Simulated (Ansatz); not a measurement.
```xyz
4

C     0.0000    0.0000   -2.2273
Cu    0.0000    0.0000    0.9160
O     0.0000    0.0000   -1.0897
H     0.0000    0.0000    2.4010
```

Geometry: B3LYP-D3(BJ)/def2-SVP.

The calculation used Ansatz 0.2.0, isolated molecule in a Gaussian basis; Kohn-Sham density functional theory, functional PBE0.

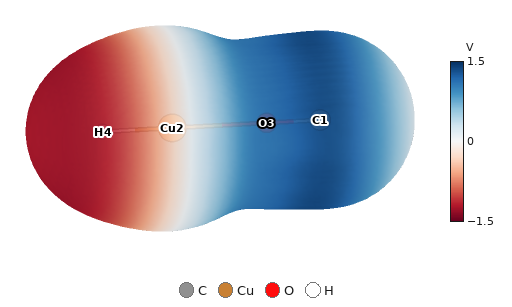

CHCuO. The molecular electrostatic potential painted on the density surface at 0.001 e/bohr³, seen at a tilt; the colour scale runs from red (negative) to blue (positive).

**Which sites attract a positive test charge, and which a negative one?**

A positive charge is drawn to the negative regions and a negative charge to the positive ones. The most negative region (about −1.3 V) lies over H4, the most positive (about +1.4 V) over C1.

**How polar is the molecule by this calculation?**

Its dipole moment is 4.02 D.
